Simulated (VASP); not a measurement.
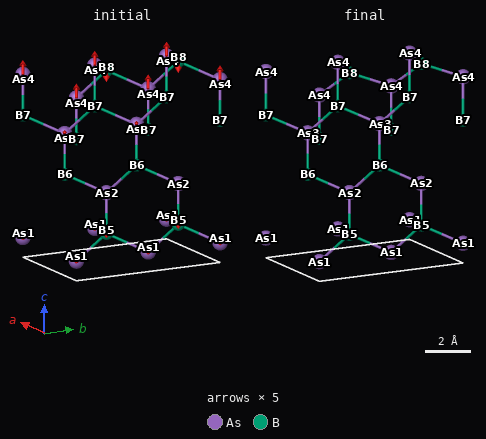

The structure of a slab of composition BAs before (left) and after (right) a relaxation, at one scale. The red arrows give the displacements, magnified 5 times.

The picture is a ball-and-stick view of the 1 × 2 repeat of the cell, outlined in the plane, without the vacuum, seen from a free direction.

The run lets the atoms move in a fixed cell.

The calculation used Kohn-Sham DFT of a periodic cell, BLYP with D3(BJ), VASP PAW PBE potentials, recommended (VASP).

Input file:
```
PREC = Accurate
ENCUT = 520
EDIFF = 1E-6
ISMEAR = -5
SIGMA = 0.05
LREAL = False
LASPH = True
NELM = 100
ALGO = Normal
ISIF = 2
LWAVE = False
LCHARG = False
LDIPOL = True
IDIPOL = 3
DIPOL = 0.5 0.5 0.500
GGA = B5
ALDAX = 1.0
AGGAX = 1.0
AGGAC = 1.0
ALDAC = 0.0
IVDW = 12
VDW_S6 = 1.0
VDW_S8 = 2.6996
VDW_A1 = 0.4298
VDW_A2 = 4.2359
IBRION = 2
NSW = 40
EDIFFG = -0.005
```

Launched with:
```bash
cat potpaw_PBE.64/As/POTCAR potpaw_PBE.64/B/POTCAR > POTCAR
mpirun -np 1 vasp_std > vasp.out
```

> Summarise the run.

Over 27 geometry steps the energy falls by 0.240 eV per cell of the calculation. The largest force component goes from 2.2 to 0.0027 eV/Å. The largest move relative to the layer's centre is that of As4, 0.15 Å along the normal (+c). By element the largest moves are As 0.15 Å, B 0.12 Å. The cell doesn't change. Near-neighbour distances that change, for instance: As4–B7 2.069 → 2.212 Å, As4–B8 2.069 → 1.995 Å, As2–B5 2.069 → 2.121 Å, As3–B6 2.069 → 2.107 Å. Among the angles between lasting bonds that change: B7–As4–B8 109.5° → 102.2°, B8–As4–B8 109.5° → 115.6°, As4–B8–As4 109.5° → 115.6°. It ran on 1 thread of Intel(R) Xeon(R) 6975P-C (Granite Rapids) (shared host).
